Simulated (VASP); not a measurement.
Band structure of Lu (hcp). Level of theory: vdW-DF2, VASP's PBE PAW potentials (set 64) (plane waves; VASP).

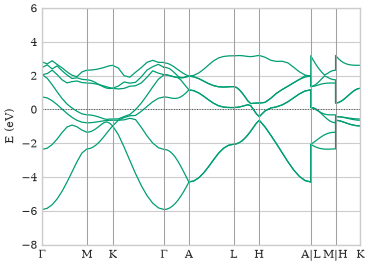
*Bands along high-symmetry lines, zero at the valence-band maximum or, without a gap, the Fermi level*

**Question.** Read the plot: is there a gap, and where are the band edges?

**Answer.** It has no gap at this level: it comes out as a metal or semimetal. (Edges off the drawn lines would not show.)

The compound is Lu in the hcp structure. It was relaxed first.
